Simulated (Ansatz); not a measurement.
# C2H9OSbSi: the cost of one run

The runs use Ansatz 0.2.0, Gaussian basis; the settings change from run to run.

## 1. The geometry

The structure was relaxed beforehand with PBE0-D4 in a triple-zeta def2 set. Sb takes a core potential in def2 sets; no spin-orbit term is included.

SMILES `CC[O][SbH][SiH3]`, 14 atoms, charge 0, spin multiplicity 1.

Atoms are counted from 1 here; the program's logs count them from 0.

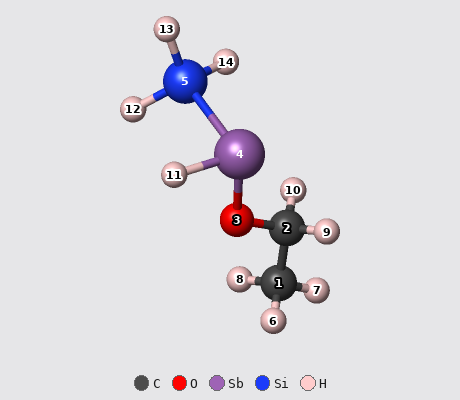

The structure; carbon dark grey, oxygen red, antimony purple, silicon blue, hydrogen pink; atoms are numbered from 1 in the order of the file.

## 2. CCSD(T)/def2-mTZVP

This run has unrestricted orbitals, coordinates scaled by 1.12, finite nuclei.

The input, in.yaml:

```yaml
crystal:
  periodic: [false, false, false]
  atoms:
    - {symbol: C, position_ang: [-1.651880, 1.479151, 1.746508]}
    - {symbol: C, position_ang: [-0.162556, 1.150037, 1.017318]}
    - {symbol: O, position_ang: [-0.415717, 0.788250, -0.500517]}
    - {symbol: Sb, position_ang: [1.382631, 0.487128, -1.766404]}
    - {symbol: Si, position_ang: [1.392333, -2.399235, -1.458224]}
    - {symbol: H, position_ang: [-2.199655, 2.420703, 1.190873]}
    - {symbol: H, position_ang: [-1.498965, 1.758202, 2.928739]}
    - {symbol: H, position_ang: [-2.388483, 0.506232, 1.667951]}
    - {symbol: H, position_ang: [0.580821, 2.128423, 1.121856]}
    - {symbol: H, position_ang: [0.389759, 0.216857, 1.605187]}
    - {symbol: H, position_ang: [0.319438, 0.321368, -3.351150]}
    - {symbol: H, position_ang: [-0.133687, -3.028816, -1.664175]}
    - {symbol: H, position_ang: [2.431766, -3.075976, -2.573665]}
    - {symbol: H, position_ang: [1.939638, -2.785028, 0.067847]}
basis:
  gaussian: {orbitals: def2-mTZVP, nuclear_model: gaussian}
magnetization: {spin_polarized: true, initial_magnetization: 0}
hamiltonian: {xc: {name: HF}}
correlation: {method: ccsd_t}
```

On the command line:

```
$ ansatz run in.yaml --threads 4 --pin off --events-out ev --progress --plain --max-ram 11315MiB
```

**Question.** How long does this run take on 4 threads of AMD EPYC 7R43, shared host, and how much memory does it need?

About 5.1 min, with a peak of 3.3 GiB.
